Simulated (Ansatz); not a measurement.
```xyz
25

Eu    0.0008    0.0002    0.0007
N     0.1155    0.1338    2.5964
H     0.9523    0.6045    2.9885
H     0.1125   -0.7919    3.0663
H    -0.6775    0.6356    3.0393
N    -0.1285   -0.1306   -2.5946
H    -0.9459   -0.6373   -2.9816
H     0.6828   -0.5942   -3.0457
H    -0.1709    0.7950   -3.0619
N     2.5955   -0.1410    0.1286
H     3.0651    0.7841    0.1736
H     3.0428   -0.6032   -0.6857
H     2.9828   -0.6524    0.9439
N    -2.5932    0.1377   -0.1481
H    -2.9732    0.7243   -0.9138
H    -3.0536    0.5147    0.7017
H    -3.0566   -0.7801   -0.2894
N    -0.0977    2.5979    0.1223
H     0.2047    3.0081    1.0249
H    -1.0339    3.0154   -0.0337
H     0.5024    3.0749   -0.5771
N     0.1086   -2.5975   -0.1044
H    -0.0901   -3.0123   -1.0332
H    -0.5661   -3.0717    0.5251
H     1.0211   -3.0139    0.1579
```

Geometry: PBE-D4/def2-SVP; not at a stationary point (largest force 0.6 eV/Å).

Method: Ansatz 0.2.0, UKS PBE0-D4/def2-TZVP.

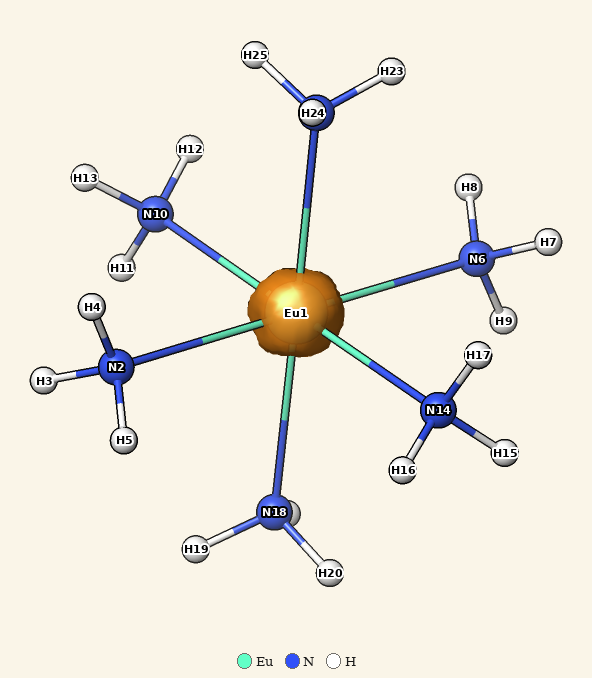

EuH18N6 (charge +3, septet). Isosurfaces of the spin density (α minus β) at +2 (orange) and −2 e/Å³ (purple), seen across its widest extent.

**Where is the unpaired spin?**

The unpaired spin (6 electrons) lies mostly on Eu1 (about 6.1), in electrons by Hirshfeld's partition. Only one sign reaches the isovalue.
